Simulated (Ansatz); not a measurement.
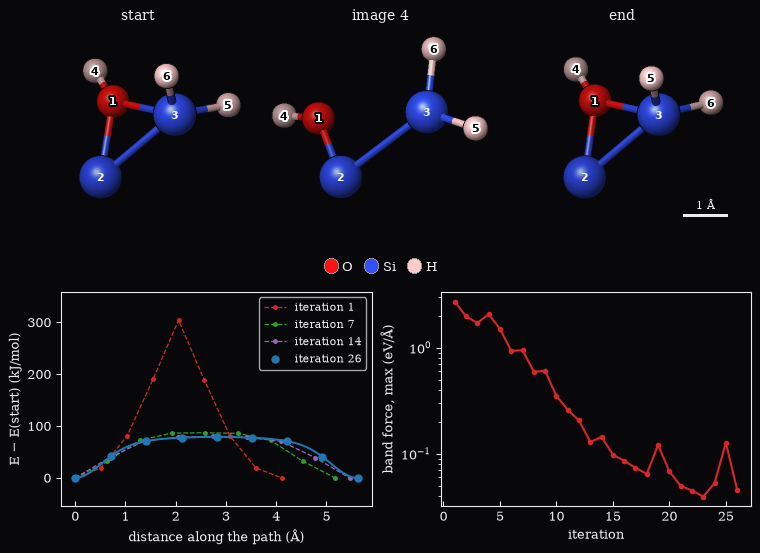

NEB run on Si$_{2}$H$_{3}$O (charge +1). Images are numbered from 0 (start) to 8 (end). The plot follows the band through its iterations. The picture is a ball-and-stick view, seen from a free direction.

Theory: RKS CAM-B3LYP-D4/def2-SVP in Ansatz. Settings: 7 movable images; climbing image; force threshold 0.05 eV/Å; iteration limit 60; starting path by straight interpolation.

How did the profile develop, and is the result final?

Answer. The run is converged, with reservations. The band converged in 26 iterations. The largest component of the band force went from 2.7 to 0.046 eV/Å. The climbing image converged on the top of the path. Its curvatures weren't checked. The straight starting path can push atoms close together and costs iterations. The first iteration put the highest image at 304.3 kJ/mol. The barrier is about 79.1 kJ/mol in both directions, with image 4 at the top; the ends have the same energy.

Cost: 5.4 min on 1 thread of Arm Neoverse V1, on a shared host, peak memory 0.13 GiB.
